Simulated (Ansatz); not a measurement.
**CHGaP+ (quintet): correlated methods under varied settings**

What do other methods and options give for CHGaP+ (quintet) at this geometry, and how long do they take?

The runs use Ansatz 0.2.0, Gaussian basis; the settings change from run to run.

26 further runs of the same task are left out: 1 for a known fault of the program, 14 that didn't finish, 11 set aside as unsound or not needed.

## (1) The system

The geometry is a PBE0/def2-TZVP stationary point (not a proven minimum) of the parent state, kept for this charge and spin. No spin-orbit coupling is included. The filled d shell of Ga may be among the frozen orbitals whatever the setting's name suggests; the logs give the count.

4 atoms, charge 1, spin multiplicity 5.

Atoms are counted from 1 here; the program's logs count them from 0.

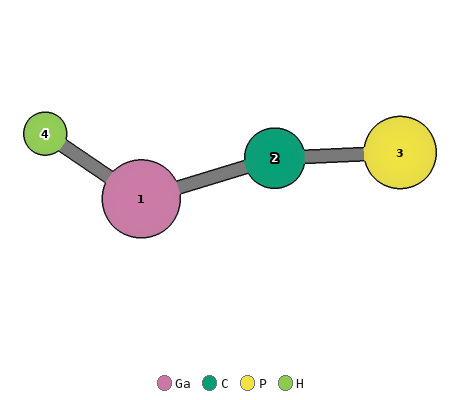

The geometry (gallium pink, carbon teal, phosphorus yellow, hydrogen green); atoms are numbered from 1 in the order of the file.

As a file:

```xyz
4

Ga    0.0000   -0.3438    1.0741
C     0.0000   -0.0973   -0.7980
P     0.0000   -0.3006   -2.4835
H     0.0000    0.7417    2.2073
```

## (2) CASCI(4,5)/STO-3G

File in.yaml:

```yaml
crystal:
  periodic: [false, false, false]
  atoms:
    - {symbol: Ga, position_ang: [0.000001, -0.343840, 1.074099]}
    - {symbol: C, position_ang: [0.000008, -0.097288, -0.797987]}
    - {symbol: P, position_ang: [-0.000001, -0.300567, -2.483454]}
    - {symbol: H, position_ang: [-0.000008, 0.741696, 2.207342]}
basis:
  gaussian: {orbitals: STO-3G}
total_charge: 1
magnetization: {spin_polarized: false, initial_magnetization: 4}
correlation: {active_space: {window: {electrons: 4, orbitals: 5}, fixed_orbitals: true}}
```

Run with:

```sh
ansatz run in.yaml --threads 1 --pin off --events-out ev --progress --plain --max-ram 2393MiB
```

Log:

```text
Functional definition: HF
  name "HF"
  cite "Fock, Z. Phys. 61, 126 (1930) doi:10.1007/BF01340294"
  parent pbe
  exchange = exact_x
  correlation = 0
348 factors; integrals over basis functions are off by at most 3.5e-5 eV
mean field evaluation 1: about -61876.1920 eV, gradient 8.9e1 eV
mean field evaluation 2: about -61876.2277 eV, gradient 8.9e1 eV
mean field evaluation 4: about -61904.8377 eV, gradient 2.5e1 eV
mean field evaluation 8: about -61917.0669 eV, gradient 3.7e0 eV
mean field evaluation 16: about -61918.2631 eV, gradient 3.4e0 eV
mean field evaluation 32: about -61920.7661 eV, gradient 1.0e-5 eV
mean field evaluation 64: about -61920.7552 eV, gradient 2.5e-1 eV
mean field evaluation 96: about -61917.3957 eV, gradient 5.8e-1 eV
mean field evaluation 128: about -61918.2087 eV, gradient 9.2e0 eV
mean field evaluation 160: about -61920.7652 eV, gradient 3.2e-2 eV
mean field evaluation 192: about -61917.3636 eV, gradient 1.4e0 eV
mean field evaluation 224: about -61917.4302 eV, gradient 1.2e0 eV
mean field evaluation 256: about -61917.5469 eV, gradient 3.0e0 eV
mean field evaluation 288: about -61920.7725 eV, gradient 2.3e-3 eV
mean field -61920.77254064 eV, -2275.5464194615 hartree, gradient 1.4e-6 eV, S^2 6.000000; 13 other end points of the search recorded, 0 dependent functions left out
reference -61920.77254064 eV, -2275.5464194615 hartree; 28, 24 occupied and 5, 9 virtual orbitals, 348 factors
state -61920.77254064 eV, -2275.5464194615 hartree
Total energy: -61920.77254064 eV, -2275.5464194615 hartree
```

Run time: 4.1 s. Hardware: 1 thread of Arm Neoverse V2, shared host.

From the report: 5 determinants; active occupations 1.00, 1.00, 1.00, 1.00, 0.00. With so small a space the active step adds no correlation: the energy is the mean field's.

## (3) BCCD(T) on ROHF/6-31G

Edit in.yaml of step 2 so:

```diff
@@ -8,5 +8,7 @@
 basis:
-  gaussian: {orbitals: STO-3G}
+  gaussian: {orbitals: 6-31G}
 total_charge: 1
 magnetization: {spin_polarized: false, initial_magnetization: 4}
-correlation: {active_space: {window: {electrons: 4, orbitals: 5}, fixed_orbitals: true}}
+correlation: {method: bccd_t, electrons: valence, diis_vectors: 4}
+scf: {omitted_lower_state_checks: [cluster_reference]}
+output: {forces: true}
```

Same command.

Log, shortened:

```text
Functional definition: HF
  name "HF"
  cite "Fock, Z. Phys. 61, 126 (1930) doi:10.1007/BF01340294"
  parent pbe
[...]
550 factors; integrals over basis functions are off by at most 6.5e-4 eV
[...]
mean field -62629.78518535 eV, -2301.6021535683 hartree, gradient 2.8e-6 eV, S^2 6.000000; 7 other end points of the search recorded, 0 dependent functions left out
15 core orbitals not correlated: weight in the atoms' cores, before any rotation towards them, 1.000 or more for the frozen orbitals, at most 0.000 for the correlated occupied ones
reference -62629.78518535 eV, -2301.6021535683 hartree; 13, 9 occupied and 25, 29 virtual orbitals, 550 factors
second order -7.45684600 eV of doubles, -0.10166613 eV of singles
cycle   1  -7.49396914 eV  change    6.7e-2 eV  update   9.7e-2
[...]
cycle  30  -7.91481270 eV  change   -5.5e-7 eV  update   4.7e-7
perturbative correction -0.20122243 eV, -0.0073947880 hartree
[...]
Total energy: -62637.90122048 eV, -2301.9004123583 hartree
Atom 0 at     0.000001    -0.343840     1.074099 Å, force    -0.000005     0.340597     0.707688 eV/Å
Atom 1 at     0.000008    -0.097288    -0.797987 Å, force     0.000038     0.946771     6.585042 eV/Å
Atom 2 at    -0.000001    -0.300567    -2.483454 Å, force    -0.000036    -1.021679    -7.535638 eV/Å
Atom 3 at    -0.000008     0.741696     2.207342 Å, force     0.000003    -0.265690     0.242908 eV/Å
Dipole moment:     0.000001    -0.029367     0.165764 e Å
Checks for a lower state left out: cluster_reference
```

It took 12 s on 1 thread of Arm Neoverse V2, shared host.

From the report: correlation -8.1160 eV; largest double amplitude 0.06.

## (4) CASSCF(6,6)/6-31G

Edit in.yaml of step 3 so:

```diff
@@ -11,4 +11,2 @@
 magnetization: {spin_polarized: false, initial_magnetization: 4}
-correlation: {method: bccd_t, electrons: valence, diis_vectors: 4}
-scf: {omitted_lower_state_checks: [cluster_reference]}
-output: {forces: true}
+correlation: {active_space: {window: {electrons: 6, orbitals: 6}}}
```

Launched as before.

Log:

```text
Functional definition: HF
  name "HF"
  cite "Fock, Z. Phys. 61, 126 (1930) doi:10.1007/BF01340294"
  parent pbe
  exchange = exact_x
  correlation = 0
550 factors; integrals over basis functions are off by at most 6.5e-4 eV
mean field evaluation 1: about -62625.6952 eV, gradient 2.1e1 eV
mean field evaluation 2: about -62625.8036 eV, gradient 2.1e1 eV
mean field evaluation 4: about -62629.2740 eV, gradient 4.0e0 eV
mean field evaluation 8: about -62629.7631 eV, gradient 7.6e-1 eV
mean field evaluation 16: about -62629.7852 eV, gradient 3.8e-5 eV
mean field evaluation 32: about -62629.6034 eV, gradient 2.2e0 eV
mean field evaluation 64: about -62625.5061 eV, gradient 2.4e1 eV
mean field -62629.78518535 eV, -2301.6021535683 hartree, gradient 2.8e-6 eV, S^2 6.000000; 7 other end points of the search recorded, 0 dependent functions left out
reference -62629.78518535 eV, -2301.6021535683 hartree; 28, 24 occupied and 25, 29 virtual orbitals, 550 factors
state -62630.28313240 eV, -2301.6204527852 hartree
Total energy: -62630.28313240 eV, -2301.6204527852 hartree
```

Wall time 2.9 s (1 thread of Arm Neoverse V2, shared host).

From the report: 36 determinants; active occupations 1.96, 1.00, 1.00, 1.00, 1.00, 0.04.

## (5) MRCISD+Q(6,8)/STO-3G

Edit in.yaml of step 4 so:

```diff
@@ -8,5 +8,5 @@
 basis:
-  gaussian: {orbitals: 6-31G}
+  gaussian: {orbitals: STO-3G}
 total_charge: 1
 magnetization: {spin_polarized: false, initial_magnetization: 4}
-correlation: {active_space: {window: {electrons: 6, orbitals: 6}}}
+correlation: {method: fic_mrcisd_q, electrons: outside_noble_gas, active_space: {window: {electrons: 6, orbitals: 8}}}
```

Same command.

Log, shortened:

```text
Functional definition: HF
  name "HF"
  cite "Fock, Z. Phys. 61, 126 (1930) doi:10.1007/BF01340294"
  parent pbe
[...]
348 factors; integrals over basis functions are off by at most 3.5e-5 eV
[...]
mean field -61920.77254064 eV, -2275.5464194615 hartree, gradient 1.4e-6 eV, S^2 6.000000; 13 other end points of the search recorded, 0 dependent functions left out
reference -61920.77254064 eV, -2275.5464194615 hartree; 28, 24 occupied and 5, 9 virtual orbitals, 348 factors
state -61922.70150760 eV, -2275.6173076898 hartree
contracted CI cycle   1: correlation 0.00000000 eV, 0.0000000000 hartree, residual 9.75e0 eV
contracted CI cycle   2: correlation -2.32628368 eV, -0.0854893483 hartree, residual 2.50e0 eV
contracted CI cycle   3: correlation -2.50286733 eV, -0.0919786780 hartree, residual 6.19e-1 eV
contracted CI cycle   4: correlation -2.51321580 eV, -0.0923589770 hartree, residual 1.90e-1 eV
contracted CI cycle   5: correlation -2.51427375 eV, -0.0923978560 hartree, residual 6.15e-2 eV
contracted CI cycle   6: correlation -2.51440140 eV, -0.0924025472 hartree, residual 2.46e-2 eV
contracted CI cycle   7: correlation -2.51442105 eV, -0.0924032693 hartree, residual 9.52e-3 eV
contracted CI cycle   8: correlation -2.51442373 eV, -0.0924033678 hartree, residual 3.45e-3 eV
contracted CI cycle   9: correlation -2.51442406 eV, -0.0924033798 hartree, residual 1.19e-3 eV
state -61922.70150760 eV, -2275.6173076898 hartree; corrected -61925.40738806 eV, -2275.7167469624 hartree
Total energy: -61925.40738806 eV, -2275.7167469624 hartree
```

Run time: 7 s. Hardware: 1 thread of Arm Neoverse V2, shared host; peak memory 0.25 GiB.

From the report: 448 determinants; active occupations 1.83, 1.01, 1.00, 0.99, 0.97, 0.15, 0.04, 0.00.

## (6) MP2 on ROHF/cc-pVDZ

Edit in.yaml of step 5 so:

```diff
@@ -8,5 +8,8 @@
 basis:
-  gaussian: {orbitals: STO-3G}
+  gaussian: {orbitals: cc-pVDZ}
 total_charge: 1
 magnetization: {spin_polarized: false, initial_magnetization: 4}
-correlation: {method: fic_mrcisd_q, electrons: outside_noble_gas, active_space: {window: {electrons: 6, orbitals: 8}}}
+correlation: {method: mp2, electrons: outside_noble_gas}
+accuracy: high
+scf: {lower_state_search: off}
+output: {forces: true}
```

Launched as before.

Log, shortened:

```text
Functional definition: HF
  name "HF"
  cite "Fock, Z. Phys. 61, 126 (1930) doi:10.1007/BF01340294"
  parent pbe
[...]
1321 factors; integrals over basis functions are off by at most 4.4e-9 eV
[...]
mean field -62639.35179849 eV, -2301.9537201171 hartree, gradient 9.6e-8 eV, S^2 6.000000; 0 other end points of the search recorded, 0 dependent functions left out
20 core orbitals not correlated: weight in the atoms' cores, before any rotation towards them, 0.995 or more for the frozen orbitals, at most 0.006 for the correlated occupied ones
reference -62639.35179849 eV, -2301.9537201171 hartree; 8, 4 occupied and 36, 40 virtual orbitals, 1321 factors
second order -5.44730383 eV of doubles, -0.16864946 eV of singles
[...]
Total energy: -62644.96775179 eV, -2302.1601025941 hartree
Atom 0 at     0.000001    -0.343840     1.074099 Å, force    -0.000006     0.555294     1.012114 eV/Å
Atom 1 at     0.000008    -0.097288    -0.797987 Å, force     0.000026     0.656806     4.664706 eV/Å
Atom 2 at    -0.000001    -0.300567    -2.483454 Å, force    -0.000024    -0.754984    -5.709282 eV/Å
Atom 3 at    -0.000008     0.741696     2.207342 Å, force     0.000005    -0.457116     0.032463 eV/Å
Dipole moment:     0.000001    -0.088981     0.084198 e Å
Checks for a lower state left out: starts, cluster_reference, orbital_swaps, neighbouring_geometries, increment
```

Run time: 6 s. Hardware: 1 thread of Arm Neoverse V2, shared host.

## (7) BCCD(T) on ROHF/cc-pVDZ

Edit in.yaml of step 6 so:

```diff
@@ -11,4 +11,3 @@
 magnetization: {spin_polarized: false, initial_magnetization: 4}
-correlation: {method: mp2, electrons: outside_noble_gas}
-accuracy: high
+correlation: {method: bccd_t, electrons: outside_noble_gas}
 scf: {lower_state_search: off}
```

The command is unchanged.

Log, shortened:

```text
Functional definition: HF
  name "HF"
  cite "Fock, Z. Phys. 61, 126 (1930) doi:10.1007/BF01340294"
  parent pbe
[...]
693 factors; integrals over basis functions are off by at most 8.8e-4 eV
[...]
mean field -62639.35161084 eV, -2301.9537132210 hartree, gradient 2.5e-6 eV, S^2 6.000000; 0 other end points of the search recorded, 0 dependent functions left out
20 core orbitals not correlated: weight in the atoms' cores, before any rotation towards them, 0.995 or more for the frozen orbitals, at most 0.006 for the correlated occupied ones
reference -62639.35161084 eV, -2301.9537132210 hartree; 8, 4 occupied and 36, 40 virtual orbitals, 693 factors
second order -5.44727195 eV of doubles, -0.16864937 eV of singles
cycle   1  -6.41555942 eV  change   -8.0e-1 eV  update   8.1e-2
[...]
cycle  22  -6.71887782 eV  change   -2.7e-7 eV  update   2.5e-7
perturbative correction -0.23287113 eV, -0.0085578562 hartree
[...]
Total energy: -62646.30335979 eV, -2302.2091852828 hartree
Atom 0 at     0.000001    -0.343840     1.074099 Å, force    -0.000005     0.400804     0.992611 eV/Å
Atom 1 at     0.000008    -0.097288    -0.797987 Å, force     0.000027     0.691230     4.766576 eV/Å
Atom 2 at    -0.000001    -0.300567    -2.483454 Å, force    -0.000026    -0.770860    -5.911136 eV/Å
Atom 3 at    -0.000008     0.741696     2.207342 Å, force     0.000003    -0.321175     0.151949 eV/Å
Dipole moment:     0.000000    -0.080318     0.064429 e Å
Checks for a lower state left out: starts, cluster_reference, orbital_swaps, neighbouring_geometries, increment
```

Wall time 8.5 s (1 thread of Arm Neoverse V2, shared host); peak memory 0.29 GiB.

From the report: correlation -6.9517 eV; largest double amplitude 0.06.

## (8) The runs in one table

Where basis and cores are those of an earlier UCCSDT(Q)/cc-pVDZ run (-62646.3807 eV), and the state is the same kind, the miss against it is given.

```csv
level,correlated,functions,energy (eV),from UCCSDT(Q) (meV),time
"CASCI(4,5)/STO-3G",,33,-61920.7725,,4.1 s
BCCD(T) on ROHF/6-31G,valence,53,-62637.9012,,12 s
"CASSCF(6,6)/6-31G",,53,-62630.2831,,2.9 s
"MRCISD+Q(6,8)/STO-3G",outside noble gas,33,-61925.4074,,7 s
MP2 on ROHF/cc-pVDZ,outside noble gas,64,-62644.9678,1412.9,6 s
BCCD(T) on ROHF/cc-pVDZ,outside noble gas,64,-62646.3034,77.3,8.5 s
```

## (9) Outcome

| quantity | value |
| --- | --- |
| runs | 6 |
| quickest | CASSCF(6,6)/6-31G, 2.9 s |
| slowest | BCCD(T) on ROHF/6-31G, 12 s |

In words: Total energies in different bases, with other cores or another treatment of relativity can't be set against each other. BCCD(T) on ROHF/6-31G took 4 times as long as CASSCF(6,6)/6-31G; the jobs differ in more than the method. Among the correlated runs with a miss given, it spans +77 to +1413 meV.
